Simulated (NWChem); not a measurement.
**CH3AlO (SMILES [H][Al]([H])([H])<-[C-]#[O+]): levels of theory compared**

Wanted: a comparison of 5 runs (HF/STO-3G, HF/6-31G*, PBE0/def2-SVP, PBE0/pcseg-1, B3LYP/6-31+G*) of CH3AlO. 

Program for the calculation: NWChem 7.3.0.

## (1) Starting point

The species is CH3AlO (6 atoms), meant as a singlet with charge 0. SMILES: `[H][Al]([H])([H])<-[C-]#[O+]`. Geometry: a GFN2-xTB relaxation, a rough one for these elements and not checked as a minimum.

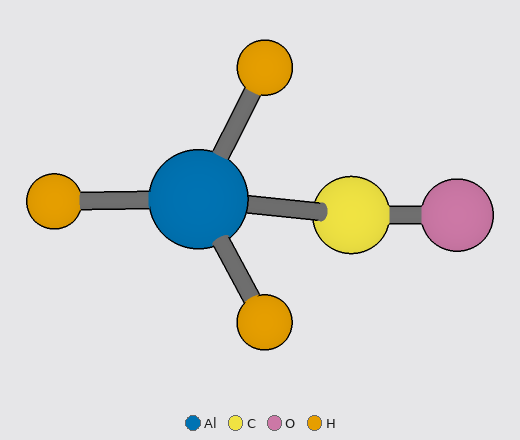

Viewed from a chosen angle; aluminium blue, carbon yellow, oxygen pink, hydrogen amber.

## (2) Energy and forces at HF/STO-3G (run 1)

ch3alo.nw reads:

```
start ch3alo
title "Al(CO)H3"
memory stack 880 mb heap 220 mb global 1100 mb
charge 0

geometry units angstrom noautosym nocenter noautoz
   Al   -0.199510   -0.012510   -0.765670
   C     0.178800    0.454460    1.239830
   O     0.582630   -0.003390    2.185370
   H     1.364860   -0.193790   -0.688020
   H    -0.782320    0.784950   -1.953560
   H    -1.144460   -1.029730   -0.017950
end

basis spherical bse
   Al library STO-3G
   C library STO-3G
   O library STO-3G
   H library STO-3G
end

scf
   thresh 1e-08
   maxiter 80
end

task scf gradient
```

Run with:

```bash
$ nwchem ch3alo.nw > ch3alo.out
```

The log of the run:

```text
[...]
  functions       =    22
[...]
  wavefunction    = RHF
[...]
         Total SCF energy =   -351.942391245910
      One-electron energy =   -650.758535675401
      Two-electron energy =    217.298898265909
 Nuclear repulsion energy =     81.517246163582
        Time for solution =      0.6s
[...]
                         RHF ENERGY GRADIENTS
    atom               coordinates                        gradient
                 x          y          z           x          y          z
   1 Al     -0.377019  -0.023640  -1.446906   -0.003843   0.023688   0.014989
   2 C       0.337883   0.858805   2.342939    0.021137  -0.035105   0.035701
   3 O       1.101011  -0.006406   4.129750   -0.021218   0.019722  -0.055121
   4 H       2.579211  -0.366210  -1.300169    0.038714   0.002032   0.009102
   5 H      -1.478370   1.483340  -3.691693   -0.010963   0.008456  -0.030537
   6 H      -2.162716  -1.945908  -0.033921   -0.023827  -0.018793   0.025865
[...]
```

Wall time 1.5 s (1 thread of AMD EPYC 7B13 (Zen 3), shared host); peak memory 0.098 GiB.

## (3) Energy and forces at HF/6-31G(d) (spherical functions) (run 2)

ch3alo.nw reads:

```
START ch3alo
memory 2200 mb

GEOMETRY noautosym nocenter noautoz
Al    -0.199510    -0.012510    -0.765670
C      0.178800     0.454460     1.239830
O      0.582630    -0.003390     2.185370
H      1.364860    -0.193790    -0.688020
H     -0.782320     0.784950    -1.953560
H     -1.144460    -1.029730    -0.017950
END

BASIS spherical bse
* library 6-31G*
END

SCF
thresh 1e-08
maxiter 80
END

TASK scf gradient
```

Run with:

```bash
$ nwchem ch3alo.nw > ch3alo.out
```

The log of the run:

```text
[...]
  functions       =    52
[...]
  wavefunction    = RHF
[...]
         Total SCF energy =   -356.338554025687
      One-electron energy =   -654.021289860640
      Two-electron energy =    216.165489671371
 Nuclear repulsion energy =     81.517246163582
        Time for solution =      4.9s
[...]
                         RHF ENERGY GRADIENTS
    atom               coordinates                        gradient
                 x          y          z           x          y          z
   1 Al     -0.377019  -0.023640  -1.446906    0.001311   0.011330   0.018944
   2 C       0.337883   0.858805   2.342939   -0.022367   0.015530  -0.064580
   3 O       1.101011  -0.006406   4.129750    0.018472  -0.027846   0.034630
   4 H       2.579211  -0.366210  -1.300169   -0.005635   0.005398   0.004438
   5 H      -1.478370   1.483340  -3.691693    0.005373  -0.012634   0.004338
   6 H      -2.162716  -1.945908  -0.033921    0.002846   0.008222   0.002230
[...]
```

It took 7.8 s on 1 thread of AMD EPYC 7B13 (Zen 3), shared host; peak memory 0.1 GiB.

Runs 3 to 4 aren't shown in full; the table further down has their settings and results.

## (4) Energy and forces at B3LYP/6-31+G(d) (spherical functions) (run 5)

ch3alo.nw reads:

```
echo
start ch3alo
memory stack 880 mb heap 220 mb global 1100 mb
charge 0

geometry noautosym nocenter noautoz
Al    -0.199510    -0.012510    -0.765670
C      0.178800     0.454460     1.239830
O      0.582630    -0.003390     2.185370
H      1.364860    -0.193790    -0.688020
H     -0.782320     0.784950    -1.953560
H     -1.144460    -1.029730    -0.017950
end

basis spherical bse
Al library 6-31+G*
C library 6-31+G*
O library 6-31+G*
H library 6-31+G*
end

dft
xc b3lyp
mult 1
grid xfine
convergence energy 1e-08
maxiter 100
mulliken
end

task dft gradient
```

Run with:

```bash
$ nwchem ch3alo.nw > ch3alo.out
```

The log of the run:

```text
[...]
          Wavefunction type:  closed shell.
          No. of atoms     :     6
          No. of electrons :    30
[...]
          Charge           :     0
          Spin multiplicity:     1
[...]
          AO basis - number of functions:    64
[...]
              XC Information
              --------------
                         B3LYP Method XC Potential
                     Hartree-Fock (Exact) Exchange  0.200
                        Slater Exchange Functional  0.800 local
                    Becke 1988 Exchange Functional  0.720 non-local
              Lee-Yang-Parr Correlation Functional  0.810
                  VWN I RPA Correlation Functional  0.190 local
[...]
 d= 0,ls=0.0,diis     1   -357.4498447919 -4.39D+02  1.84D-02  5.39D-01     1.9
[...]
 d= 0,ls=0.0,diis     8   -357.5206796522 -1.80D-09  2.38D-06  4.82D-08    11.2
         Total DFT energy =     -357.520679652190
      One electron energy =     -654.274348164745
           Coulomb energy =      248.937913357140
    Exchange-Corr. energy =      -33.701491008168
 Nuclear repulsion energy =       81.517246163582
[...]
      Total Density - Mulliken Population Analysis
     ---------------------------------------------
    Atom       Charge   Shell Charges
 -----------   ------   -------------------------------------------------------
    1 Al  13    12.67   2.00  2.00  5.96  0.90  1.40  0.06 -0.04  0.10  0.14  0.16
    2 C    6     5.85   2.00  0.80  1.69  0.72  0.43  0.09  0.05  0.07
    3 O    8     8.10   2.00  0.95  2.86  0.91  1.33  0.01  0.01  0.03
    4 H    1     1.14   0.49  0.64
    5 H    1     1.11   0.50  0.61
    6 H    1     1.14   0.49  0.64
[...]
  wavefunction    = closed shell
                         DFT ENERGY GRADIENTS
    atom               coordinates                        gradient
                 x          y          z           x          y          z
   1 Al     -0.377019  -0.023640  -1.446906    0.000294   0.005589   0.007981
   2 C       0.337883   0.858805   2.342939    0.008775  -0.013148   0.016582
   3 O       1.101011  -0.006406   4.129750   -0.010522   0.005881  -0.032183
   4 H       2.579211  -0.366210  -1.300169   -0.007026   0.004934   0.002518
   5 H      -1.478370   1.483340  -3.691693    0.005276  -0.011591   0.005272
   6 H      -2.162716  -1.945908  -0.033921    0.003204   0.008335  -0.000170
[...]
```

Wall time 17 s (1 thread of AMD EPYC 7B13 (Zen 3), shared host); peak memory 0.13 GiB.

## (5) Overview of the runs

```
run                                level  iteration cap  module  energy (Eh)  dipole moment (D)  HOMO energy (eV)  LUMO energy (eV)  wall time
  1                            HF/STO-3G             80     scf  -351.942391               1.96             -8.55              6.28      1.5 s
  2      HF/6-31G* (spherical functions)             80     scf  -356.338554               1.94            -11.25              2.16      7.8 s
  3                        PBE0/def2-SVP            100     dft  -357.096462               1.49             -8.20             -2.01       13 s
  4                         PBE0/pcseg-1            100     dft  -357.228642               1.44                 –                 –       13 s
  5  B3LYP/6-31+G* (spherical functions)            100     dft  -357.520680               1.43             -8.07             -2.35       17 s
```

## (6) Summary of results

| quantity | value |
| --- | --- |
| run 5: total energy | -357.52068 Eh |
| run 5: dipole moment | 1.43 D |
| run 5: HOMO energy | -8.07 eV |
| run 5: LUMO energy | -2.35 eV |
| run 5: HOMO–LUMO gap | 5.72 eV |
| run 5: largest force on an atom | 1.767 eV/Å |

In words: The dipole moment (its size) runs from 1.43 D (B3LYP/6-31+G*) to 1.96 D (HF/STO-3G). The two ends differ in method and basis. Over runs 1, 2, 3, 5 the HOMO–LUMO gap runs from 5.72 eV (B3LYP/6-31+G*) to 14.84 eV (HF/STO-3G). Totals of different functionals can't be ranked against each other. In run 1 the basis is minimal, so the values are rough. All runs together took 52 s, the longest 17 s.
